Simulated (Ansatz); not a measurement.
**W2NO2 monolayer: a soft mode frozen in**

Wanted: the energy along a soft mode of W2NO2 monolayer and the structure at the end.

Method: DFT LDA, scalar-relativistic, plane waves, PAW; PAW set soft_1, in Ansatz 0.2.0.

## 1. The starting structure

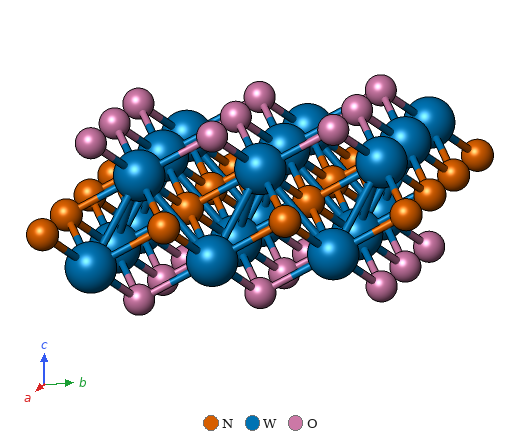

Start, viewed slightly off an axis; nitrogen orange, tungsten blue, oxygen pink. 3×3×1 cells are drawn. Some periodic images of atoms are drawn too.

The cell holds 5 atoms: 1 N, 2 W and 2 O. Cell: a = 3.137 Å, b = 3.137 Å, c = 32.600 Å, α = 90.0°, β = 90.0°, γ = 120.0°. Vacuum lies along c.

## 2. Response at finite wavevector

The cell comes from relaxations at this level that are not shown. Stability and thermal properties need the whole zone. Linear response on a 4×4×1 q mesh gives force constants as far as a supercell of that size would.

Input file input.yaml:

```yaml
crystal:
  lattice:
    - [3.1366917155, 0.0, 0.0]
    - [-1.5683458578, 2.7164547095, 0.0]
    - [0.0, 0.0, 32.6]
  atoms:
    - { symbol: "N", position: [0.0, 0.0, 0.3067484663] }
    - { symbol: W, position: [0.3333333333, 0.6666666667, 0.3382232602] }
    - { symbol: W, position: [0.6666666667, 0.3333333333, 0.2752736724] }
    - { symbol: O, position: [0.6666666667, 0.3333333333, 0.3694467436] }
    - { symbol: O, position: [0.3333333333, 0.6666666667, 0.244050189] }
  periodic: [true, true, false]
kpoints:
  mp_grid: { grid: [20, 20, 1] }
hamiltonian:
  xc: lda
  pseudopotentials: { kind: paw, azcp: { folder: soft_1 }, xc_functional: pbe }
scf:
  occupations: { method: methfessel_paxton, width: 0.2 }
output:
  eigenvalues: true
phonons:
  method: dfpt
  qmesh: [4, 4, 1]
  temperatures: { t_max: 1000, t_step: 50 }
  qpath:
    path:
      - [0.0, 0.0, 0.0]
      - [0.5, 0.0, 0.0]
      - [0.33333333, 0.33333333, 0.0]
      - [0.0, 0.0, 0.0]
    npoints: 10
```

Command:

```sh
> ansatz run input.yaml --threads 4 --pin off --max-ram 16384MiB --backend cpu --events-out ev --progress --plain --runs-dir out
```

Numbers of over 12 decimals in the logs are rounded to 6 here.

Log:

```text
Warning: crystal.symmetry: narrowed to the stabiliser of the run's FFT grids — unitary ops 12 → 6. A phonons.method: dfpt run fills in the rows of the dynamical matrix that it does not solve by its symmetry operations, which is exact only for operations that map its FFT grids onto themselves: filled in by any other, the frequencies could depend on the order in which like atoms are typed, or, by more than the grids' own error, on where the crystal sits among the grids' points. Excluded: 6 operations. The run can therefore solve more perturbations, solve them on more k-points, or both, and cost more. [rest of the remark cut]
Engine: ansatz 0.2.0, aarch64-unknown-linux-gnu
Pseudopotentials: kind: paw
Pseudopotential: N, paw, valence charge 5, recommended cutoff 420 eV (normal), soft_1/N.paw.azcp
Pseudopotential: W, paw, valence charge 14, recommended cutoff 420 eV (normal), soft_1/W.paw.azcp
Pseudopotential: O, paw, valence charge 6, recommended cutoff 420 eV (normal), soft_1/O.paw.azcp
Functional definition: SPW92
  exchange = slater_x
  correlation = pw_c
Crystal: 5 atoms, lattice volume = 277.774 Å³
Basis set: ecut = 420 eV, 5401 PW (Γ), exchange–correlation on 48×48×450 points (8 copies of the dense FFT grid, shifted against one another)
Bands: 28, of which v1, the nominal top of the filled ones, is band 23 counted from 1 (22 counted from 0)
Symmetry: 12 space group operations
k-points: 44 of 400 (irreducible under 6 space group operations, time reversal used)
Non-local potential: N, projectors of the file, l = 0: 2, l = 1: 2, l = 2: 1
Non-local potential: W, projectors of the file, l = 0: 3, l = 1: 2, l = 2: 2, l = 3: 1
Non-local potential: O, projectors of the file, l = 0: 2, l = 1: 2, l = 2: 1
PAW form: soft (Blöchl's): semilocal exchange-correlation on the pseudo side does not see the compensation charge
PAW frozen core: N, regenerated for the run's functional, and the local potential with it (the file was generated under x = pbe(κ = 0.804, μ = 0.219515), c = pbe(β = 0.066725))
PAW frozen core: W, regenerated for the run's functional, and the local potential with it (the file was generated under x = pbe(κ = 0.804, μ = 0.219515), c = pbe(β = 0.066725))
PAW frozen core: O, regenerated for the run's functional, and the local potential with it (the file was generated under x = pbe(κ = 0.804, μ = 0.219515), c = pbe(β = 0.066725))
PAW one-centre angular grid: N, 110 points (default); XC on 64 Gauss nodes
PAW one-centre angular grid: W, 590 points (default); XC on 64 Gauss nodes
PAW one-centre angular grid: O, 110 points (default); XC on 64 Gauss nodes
Initial density: superposition of atomic densities (neutral atoms: chi_scale 0, normalization atom)
Initial wavefunctions: pseudopotential atomic-orbital guess
Functional: x = slater, c = lda
SCF iter   1: F=—  HF=-21750.219210 eV  |F-HF|=—  |Δ(HF+E_count)|=         —  Δρ=7.29e-2  dr2=1.61e1  ethr=3.10e-3  ⟨swp⟩=13.0  Hψ=9548  notcnv=0
preconditioner: auto → LDOS  [metal: Δε(μ)=0.019 eV  Ē_g=11.927 eV  σ=0.200 eV  W_gap=0.08  n_scr=20 (ndim 8)  ℏωp=12.0 eV  f_vac=0.778  D(μ)=2.27/eV (n_scr^D=12)  β→1.0]
SCF iter   2: F=—  HF=-21748.289569 eV  |F-HF|=—  |Δ(HF+E_count)|=    1.93e0  S|Δr|=    0.00e0  Δρ=7.04e-2  dr2=1.06e1  ethr=3.10e-3  ⟨swp⟩=6.0  Hψ=5128  notcnv=0  defer=43
SCF iter   3: F=—  HF=-21745.972468 eV  |F-HF|=—  |Δ(HF+E_count)|=    2.32e0  S|Δr|=    0.00e0  Δρ=1.40e-2  dr2=5.04e-1  ethr=3.10e-3  ⟨swp⟩=4.9  Hψ=4143  notcnv=0  defer=39
SCF iter   4: F=—  HF=-21745.870406 eV  |F-HF|=—  |Δ(HF+E_count)|=   1.02e-1  S|Δr|=    0.00e0  Δρ=2.65e-3  dr2=1.88e-2  ethr=1.12e-3  ⟨swp⟩=3.0  Hψ=2851  notcnv=0  defer=44
SCF iter   5: F=—  HF=-21745.867406 eV  |F-HF|=—  |Δ(HF+E_count)|=   3.00e-3  S|Δr|=    0.00e0  Δρ=4.33e-4  dr2=4.63e-4  ethr=4.18e-5  ⟨swp⟩=3.8  Hψ=3149  notcnv=0  defer=44
SCF iter   6: F=—  HF=-21745.867431 eV  |F-HF|=—  |Δ(HF+E_count)|=   2.51e-5  S|Δr|=    0.00e0  Δρ=1.13e-4  dr2=2.06e-5  ethr=1.03e-6  ⟨swp⟩=3.4  Hψ=2876  notcnv=0  defer=44
SCF iter   7: F=—  HF=-21745.867477 eV  |F-HF|=—  |Δ(HF+E_count)|=   4.60e-5  S|Δr|=    0.00e0  Δρ=2.73e-5  dr2=1.37e-6  ethr=4.58e-8  ⟨swp⟩=3.6  Hψ=2918  notcnv=0  defer=44
SCF iter   8: F=—  HF=-21745.867310 eV  |F-HF|=—  |Δ(HF+E_count)|=   1.67e-4  S|Δr|=    0.00e0  Δρ=5.54e-6  dr2=4.69e-8  ethr=3.03e-9  ⟨swp⟩=4.2  Hψ=3246  notcnv=0  defer=44
SCF iter   9: F=—  HF=-21745.867311 eV  |F-HF|=—  |Δ(HF+E_count)|=   4.59e-7  S|Δr|=    0.00e0  Δρ=1.16e-6  dr2=2.71e-9  ethr=1.04e-10  ⟨swp⟩=3.7  Hψ=3089  notcnv=0  defer=44
SCF iter  10: F=—  HF=-21745.867311 eV  |F-HF|=—  |Δ(HF+E_count)|=   5.65e-8  S|Δr|=    0.00e0  Δρ=2.34e-7  dr2=1.15e-10  ethr=6.02e-12  ⟨swp⟩=3.8  Hψ=2928  notcnv=0  defer=44
SCF iter  11: F=-21745.867311 eV  HF=-21745.867311 eV  |F-HF|=5.46e-11  |Δ(HF+E_count)|=   5.88e-9  S|Δr|=    0.00e0  Δρ=4.30e-8  dr2=2.94e-12  ethr=1.00e-12  ⟨swp⟩=25.8  Hψ=12491  notcnv=0
SCF 1 converged in 11 iterations: F = -21745.867311 eV  dr2 = 2.94e-12
  greatest PAW one-centre occupation: 0.999 electrons in one spin orbital (limit 2), on the W atom at site 2 (counted from 0), in its partial waves of l = 0
phonons: the bands overlap, so this run is a metal and interpolates without the dipole-dipole term. If the crystal is really an insulator or semiconductor, its LO-TO splitting is missing
NSCF: frozen V_eff on 44 k-points
WARN: eigensolver did not converge (k=8): 1 band(s) unlocked after 2 eigensolves, warm-restarted (20 sweeps on the last) at ethr=1.66e-12 eV (storage-precision floor; scheduled 1.00e-12 eV) (lowest unlocked band 27, counted from 0; max residual 7.41e-6 eV among the unlocked bands, 7.41e-6 eV over every band; other slots of this pass that fall short are told together in one closing line; warning suppressed until the next SCF loop or pass starts)
WARN: eigensolver did not converge in 5 slots of this pass, the one above among them; of largest residual over every band (k=17): 1 band(s) unlocked (lowest unlocked band 27, counted from 0; max residual 5.71e-5 eV among the unlocked bands, 5.71e-5 eV over every band); of lowest unlocked band (k=8): band 27
NSCF: frozen V_eff on 111 k-points
DFPT response loops at q = (0, 0, 0) (fractional): preconditioner auto → none (partly filled bands, converged f_vac=0.788); β = 0.50; Broyden in place of MSR1
NSCF: frozen V_eff on 420 k-points
DFPT response loops at q = (0, 0.25, 0) (fractional): mixed as the last ones told, above
NSCF: frozen V_eff on 222 k-points
DFPT response loops at q = (0, -0.5, 0) (fractional): mixed as the last ones told, above
NSCF: frozen V_eff on 800 k-points
DFPT response loops at q = (0.25, 0.25, 0) (fractional): mixed as the last ones told, above
SCF converged after 11 iterations
Stability not checked: this state was not tested for a lower state beside it, because cold or Methfessel-Paxton smearing, or corrected tetrahedra, fill the levels in a way that the test cannot read (fill_not_monotonic; see scf.lower_state_search)
Free energy (F): -21745.867311 eV
Harris-Foulkes:  -21745.867311 eV  (|F-HF|=5.46e-11)
Internal energy: -21745.866150 eV  (E = F + TS)
E sigma→0 (E₀):  -21745.867021 eV
Entropy (-TS):   -0.001161 eV (-0.232 meV/atom)
Fermi energy:    -5.748076 eV
--- Per-component energies (eV) ---
  E_band       = -1270.730522
  E_kinetic    = 1315.575286
  E_local      = -142347.382302  (includes V_loc(G=0)·N_el)
  E_nonlocal   = 106.561920
  E_hartree    = 70408.934229
  E_xc         = -731.750027
  E_vxc        = -719.504260  (∫ρ·V_xc dr)
  E_paw        = -17071.160322  (= ΣΔE_a)
  E_vpaw       = -443.852512  (= ΣTr[D̂ρ^β])
  E_aug_tail   = 0.002750  (compensation charges beyond the density's cutoff)
  E_ewald      = 66572.511931
  E_core_change = 0.840386  (= ΣΔE_core)
  E_smearing   = -0.001161  (= −TS)
  E_closure    = 0.000000  (closes the sum)
  Σ components = -21745.867311   (vs F -21745.867311, Δ=0.00e0)
--- Band table (eV; the first three rows and the last of 44) ---
  k-point 0: bands = [... 19 lower, -9.5371, -8.6266, -8.6266, -6.4369, -4.6114, -4.6114, -4.3270, -2.8094, ... 1 higher]
  k-point 1: bands = [... 19 lower, -9.4638, -8.4167, -8.4009, -6.4770, -4.5852, -4.5475, -4.3040, -2.9088, ... 1 higher]
  k-point 2: bands = [... 19 lower, -9.3263, -8.1554, -7.9886, -6.5169, -4.4957, -4.4020, -4.2320, -3.0887, ... 1 higher]
  k-point 43: bands = [... 19 lower, -10.4390, -6.9355, -6.7237, -6.5410, -3.8584, -3.7114, -3.1575, -1.5258, ... 1 higher]
--- Phonons (Γ-DFPT): 10 representative perturbations + reference (Σ response iterations 56) ---
  ASR residual: 5.062e-5 → 0.000e0 eV/Å²; symmetrization residual: 4.394e-6 eV/Å²
  The last average, over the group as it would stand without the narrowing to the FFT grids, took up to 2.130e-6 eV/Å² of the zone centre's force constants
  ASR residual per site (eV/Å²): 1.92e-5 5.06e-5 4.85e-5 3.99e-5 3.57e-5
  Γ frequencies (cm⁻¹): 0.00 0.00 0.00 118.54 118.54 234.38 391.22 391.22 427.75 427.75 463.60 541.79 552.50 716.35 716.35
--- Phonons (arbitrary-q DFPT): 4 irreducible q on the 4×4×1 mesh ---
  q = [0.0000, 0.0000, 0.0000] (star 1, of the zone-centre solve; hermiticity 2.64e-7, symmetrization 5.15e-11, taken by the last average 6.41e-8): -0.00 0.00 0.00 118.54 118.54 234.38 391.22 391.22 427.75 427.75 463.60 541.79 552.50 716.35 716.35
  q = [0.0000, 0.2500, 0.0000] (star 6, 15 solved perturbations on 210 of 400 k-point pairs; hermiticity 2.97e-7, symmetrization 1.11e-10, taken by the last average 1.27e-7): -139.14 -86.39 60.30 125.38 132.32 196.40 351.30 395.34 420.37 446.03 480.87 504.41 535.99 717.80 727.09
  q = [0.0000, -0.5000, 0.0000] (star 3, 15 solved perturbations on 111 of 400 k-point pairs; hermiticity 1.79e-7, symmetrization 9.61e-11, taken by the last average 9.04e-8): -134.58 -43.98 136.63 144.13 151.20 238.08 408.22 418.47 419.81 441.09 455.91 493.71 515.88 691.70 724.51
  q = [0.2500, 0.2500, 0.0000] (star 6, 10 solved perturbations in 3050 linear systems a pass and spin channel, the states on 400 of 400 k-point pairs; hermiticity 1.97e-7, symmetrization 5.55e-11, taken by the last average 1.62e-7): -144.09 22.49 118.62 131.92 153.92 232.12 369.03 423.48 425.93 427.32 472.95 482.42 525.45 718.99 744.19
  sum rule: each row above includes the acoustic sum rule's correction from the zone centre's row sums; it moved no ω² by more than (0.82 cm⁻¹)²
  mesh force constants: q→R imaginary residual 5.90e-18; ASR residual 5.062e-5 → 0.000e0 eV/Å²; symmetrization residual 1.066e-14 eV/Å²
  interpolated dispersion: 31 rows × 15 modes
  density of states and harmonic sums: on the 24×24×1 q-mesh, interpolated from the force constants of a 4×4×1 supercell (no non-analytic term)
  largest difference from the sums on the solved wave vectors: F 6.89e-2 eV, S 8.94e-5 and C_V 2.08e-5 eV/K
  zero-point energy: 0.320805 eV/cell   skipped modes (ω ≤ 0): 117, of them read as no rigid motion or as one in doubt: 114 (1.920e0 modes/cell left out, lowest -162.65 cm⁻¹)   left out of the sums: 1.28e-1 of the cell's modes: C_V's classical limit lies that fraction below 3 k_B per atom; for a crystal, a wire or a layer, F and S can be off by more, and a phonons.interpolated_qmesh denser along its periods is the remedy for the sampling
```

Run time: 35 min. Hardware: 4 threads of Arm Neoverse V1, shared host; peak memory 5.5 GiB; 2.3 h of CPU time.

Numbers from this step:

- gap on the k-mesh: 0 eV
- sum-rule residual before enforcement: 5.06e-5 eV/Å²
- lowest frequency on the path: -162.6 cm⁻¹
- point group: -3m
- highest frequency on the path or at a solved wavevector: 747.4 cm⁻¹
- area per atom: 1.704 Å²
- highest optical mode at the zone centre (no LO-TO term): 716.4 cm⁻¹
- lowest optical zone-centre mode: 118.5 cm⁻¹
- lowest mode on the q mesh (acoustic modes at Γ apart): -144.1 cm⁻¹

Frequencies (cm⁻¹) solved at each irreducible wavevector; negative means imaginary. Frequencies by wavevector, by row:

```
q in reciprocal lattice units  star  mode 1  mode 2  mode 3  mode 4  mode 13  mode 14  mode 15
                        0 0 0     1       0       0       0   118.5    552.5    716.4    716.4
                     0 0.25 0     6  -139.1   -86.4    60.3   125.4      536    717.8    727.1
                     0 -0.5 0     3  -134.6     -44   136.6   144.1    515.9    691.7    724.5
                  0.25 0.25 0     6  -144.1    22.5   118.6   131.9    525.5      719    744.2
```

Interpolated from a 4×4×1 q mesh. Phonon branches along the path, in cm⁻¹:

```
point  branch 1  branch 2  branch 3  branch 4  branch 12  branch 13  branch 14  branch 15
    Γ         0         0         0       118        542        552        716        716
    M      -135       -44       137       144        494        516        692        724
    K       -51        43        43       144        474        528        743        743
    Γ         0         0         0       118        542        552        716        716
```

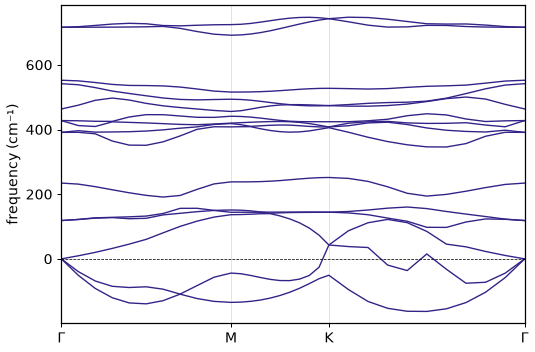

Phonon branches along the path.

Symmetry leaves 4 wavevectors to solve. The lowest mode among them, the acoustic zeros apart, lies at q = (0.25, 0.25, 0) and is imaginary, 144.1i cm⁻¹, so the energy falls along it. Between them the interpolated path dips to 163i cm⁻¹.

## 3. The mode frozen in, largest atomic shift 0 Å

The mode followed lies at q = (0, -0.5, 0) with frequency 44.0i cm⁻¹, one of the unstable modes though not the softest. At small amplitude the distorted cell has space group no. 13 by a symmetry search on the positions. The undistorted cell that holds it gives the zero of energy on the same k mesh.

System of this step: W2NO2 monolayer. The cell holds 10 atoms: 2 N, 4 W and 4 O. Cell: a = 3.137 Å, b = 5.433 Å, c = 32.600 Å, α = 90.0°, β = 90.0°, γ = 90.0°. It derives from W2NO2. Vacuum lies along c.

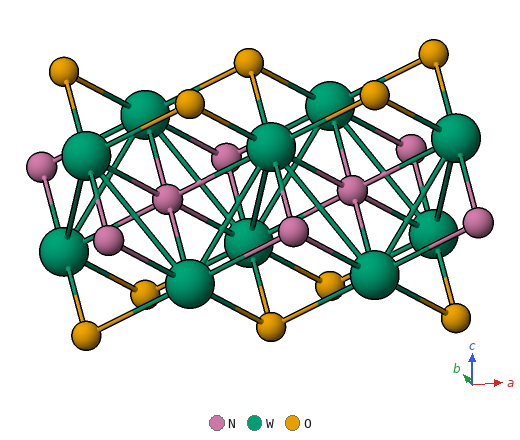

The cell of this step (nitrogen pink, tungsten teal, oxygen orange). 2×1×1 cells are drawn. Some periodic images of atoms are drawn too.

Input file input.yaml:

```yaml
crystal:
  lattice:
    - [3.1366917155, 0.0, 0.0]
    - [0.0, 5.4329094189, 0.0]
    - [0.0, 0.0, 32.6]
  atoms:
    - { symbol: "N", position: [0.5, 0.5, 0.3067484663] }
    - { symbol: "N", position: [0.0, 0.0, 0.3067484663] }
    - { symbol: W, position: [0.0, 0.3333333333, 0.3382232602] }
    - { symbol: W, position: [0.5, 0.8333333333, 0.3382232602] }
    - { symbol: W, position: [0.5, 0.1666666667, 0.2752736724] }
    - { symbol: W, position: [1.0, 0.6666666667, 0.2752736724] }
    - { symbol: O, position: [0.5, 0.1666666667, 0.3694467436] }
    - { symbol: O, position: [1.0, 0.6666666667, 0.3694467436] }
    - { symbol: O, position: [0.0, 0.3333333333, 0.244050189] }
    - { symbol: O, position: [0.5, 0.8333333333, 0.244050189] }
  periodic: [true, true, false]
kpoints:
  mp_grid: { grid: [12, 8, 1] }
hamiltonian:
  xc: lda
  pseudopotentials: { kind: paw, azcp: { folder: soft_1 }, xc_functional: pbe }
scf:
  occupations: { method: methfessel_paxton, width: 0.2 }
output:
  forces: true
  stress: true
  eigenvalues: true
```

Log:

```text
[...]
Crystal: 10 atoms, lattice volume = 555.548 Å³
Basis set: ecut = 420 eV, 10877 PW (Γ)
Bands: 55, of which v1, the nominal top of the filled ones, is band 45 counted from 1 (44 counted from 0)
Symmetry: 8 space group operations
[...]
k-points: 35 of 96
[...]
k-point 0: bands = [... 41 lower, -8.6261, -8.1547, -6.4369, -5.8229, -5.6346, -4.6118, -4.6112, -4.4066, ... 6 higher]
  k-point 1: bands = [... 41 lower, -8.3033, -8.1762, -6.4927, -5.9210, -5.6071, -4.5694, -4.5157, -4.2910, ... 6 higher]
  k-point 2: bands = [... 41 lower, -8.0788, -7.7776, -6.4921, -6.1768, -5.5756, -4.4200, -4.3318, -4.2412, ... 6 higher]
  k-point 34: bands = [... 41 lower, -8.1538, -5.8238, -5.8238, -5.6355, -5.6355, -4.4077, -4.4077, -4.0460, ... 6 higher]
[key lines of the parts left out:]
SCF converged after 9 iterations
Free energy (F): -43491.735292 eV
Fermi energy:    -5.745647 eV
P = ½ c Tr σ = 0.0117 N/m
```

Run time: 25 s. Hardware: 4 threads; peak memory 1.4 GiB; 97 s of CPU time.

Numbers from this step:

- energy from the undistorted cell: 0 meV/atom

## 4. The mode frozen in, largest atomic shift 0.08 Å

The atoms are moved along the unstable eigenvector, the largest shift by 0.08 Å, with the cell fixed.

input.yaml, the sections that differ from step 3:

```yaml
crystal:
  lattice:
    - [3.1366917155, 0.0, 0.0]
    - [0.0, 5.4329094189, 0.0]
    - [0.0, 0.0, 32.6]
  atoms:
    - { symbol: "N", position: [0.5255045785, 0.5, 0.3067484663] }
    - { symbol: "N", position: [-0.0255045785, 0.0, 0.3067484663] }
    - { symbol: W, position: [0.0221823363, 0.3333333333, 0.3382232602] }
    - { symbol: W, position: [0.4778176637, 0.8333333333, 0.3382232602] }
    - { symbol: W, position: [0.4778176637, 0.1666666667, 0.2752736724] }
    - { symbol: W, position: [1.0221823363, 0.6666666667, 0.2752736724] }
    - { symbol: O, position: [0.5164232323, 0.1666666667, 0.3694467436] }
    - { symbol: O, position: [0.9835767677, 0.6666666667, 0.3694467436] }
    - { symbol: O, position: [-0.0164232323, 0.3333333333, 0.244050189] }
    - { symbol: O, position: [0.5164232323, 0.8333333333, 0.244050189] }
  periodic: [true, true, false]
# kpoints, hamiltonian, scf, output: as in step 3
```

Log:

```text
[...]
Crystal: 10 atoms, lattice volume = 555.548 Å³
Basis set: ecut = 420 eV, 10877 PW (Γ)
Bands: 55, of which v1, the nominal top of the filled ones, is band 45 counted from 1 (44 counted from 0)
Symmetry: 4 space group operations
[...]
k-points: 35 of 96
[...]
k-point 0: bands = [... 41 lower, -8.5907, -8.1790, -6.7296, -5.5908, -5.5882, -4.9183, -4.6544, -4.5455, ... 6 higher]
  k-point 1: bands = [... 41 lower, -8.3363, -8.1669, -6.8037, -5.6712, -5.5928, -4.8253, -4.5556, -4.4945, ... 6 higher]
  k-point 2: bands = [... 41 lower, -8.1163, -7.7924, -6.8847, -5.8529, -5.6087, -4.5982, -4.3595, -4.3472, ... 6 higher]
  k-point 34: bands = [... 41 lower, -8.1733, -5.7933, -5.7933, -5.7059, -5.7059, -4.3946, -4.3946, -4.1104, ... 6 higher]
[key lines of the parts left out:]
SCF converged after 8 iterations
Free energy (F): -43491.745252 eV
Fermi energy:    -5.737708 eV
P = ½ c Tr σ = -0.5049 N/m
```

Run time: 24 s. Hardware: 4 threads; peak memory 1.4 GiB; 96 s of CPU time.

This step gave:

```
energy from the undistorted cell : -1.068 meV/atom
```

The energy, extrapolated to zero smearing, is -1.07 meV/atom against the undistorted cell.

(Part 1 of 3 ends here.)

[Logs are printed without paths, hosts, clocks, repeated set-up lines and the standing remarks that a program may print on its own settings, such as how far it seeks lower states.]

[Hosts, paths, dates, database ids (printed as entryN), source tags and the programs' standing remarks are cut or masked in the printed files.]
